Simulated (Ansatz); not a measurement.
In doubt: masses and optical values from hybrid runs of this build are listed as unsure (in some of the runs), which bears on the screening that GW takes from such a start.

System: Ti2CO2/Ti2CO2 (MXene bilayer).

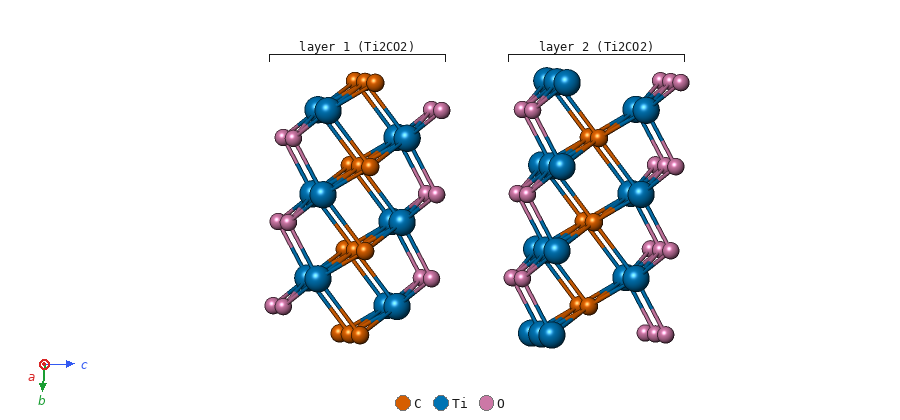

The structure (carbon orange, titanium blue, oxygen pink). Bonds to atoms that aren't drawn are left out. 2×3×1 cells are drawn. Some periodic images of atoms are drawn too.

The cell holds 10 atoms: 2 C, 4 Ti and 4 O. Cell: a = 2.983 Å, b = 2.983 Å, c = 46.400 Å, α = 90.0°, β = 90.0°, γ = 120.0°. Regions: layer 1 (Ti2CO2), 5 atoms (1 C, 2 Ti and 2 O); layer 2 (Ti2CO2), 5 atoms (1 C, 2 Ti and 2 O). Vacuum lies along c.

```xyz
10
Lattice="2.9827 0.0000 0.0000 -1.4913 2.5831 0.0000 0.0000 0.0000 46.4000" Properties=species:S:1:pos:R:3
C     0.0000    0.0000   19.6083
Ti    0.0000    1.7220   20.9001
Ti    1.4913    0.8610   18.3162
O     1.4913    0.8610   21.8046
O     0.0000    1.7220   17.4065
C     0.0000    1.7220   26.7917
Ti    1.4913    0.8610   28.0838
Ti    0.0000    0.0000   25.4999
O     0.0000    0.0000   28.9935
O     1.4913    0.8610   24.5954
```

The structure was relaxed with PBEsol-D3(BJ). The runs that relaxed it are not among those shown.

Gaps computed with Ansatz 0.2.0 without a self-energy: HSE06 0.98 eV.

What gap should G0W0 on HSE06 give (6×6×1 mesh, 153 empty bands, screening to 33 eV, PAW set soft_1 files)?

About 1.07 eV: on its mesh the run moves the gap from 0.98 eV by +0.08 eV. Bands and cutoff are finite, so the gap is not at the basis limit. The miss can reach some tenths of an eV and take either sign; the mesh is an error of its own. Mesh or cutoff lie under what a gap needs, so these runs test behaviour and cost; their gaps are not to be quoted. The mesh in the plane is coarse for a sheet; gap and any exciton binding can still move on denser ones.

[Paths, hosts, dates, memory and timing lines, banners, echoed tables and standing remarks are left out of the program output.]

[Logs are printed without paths, hosts, clocks, repeated set-up lines and the standing remarks that a program may print on its own settings, such as how far it seeks lower states.]

[Runs of the session that timed out or met a known fault of the program may be left out.]

[Cells called generated may have been cut or substituted from an entry of the Crystallography Open Database or the Materials Project.]

[Hosts, paths, dates, database ids (printed as entryN), source tags and the programs' standing remarks are cut or masked in the printed files.]
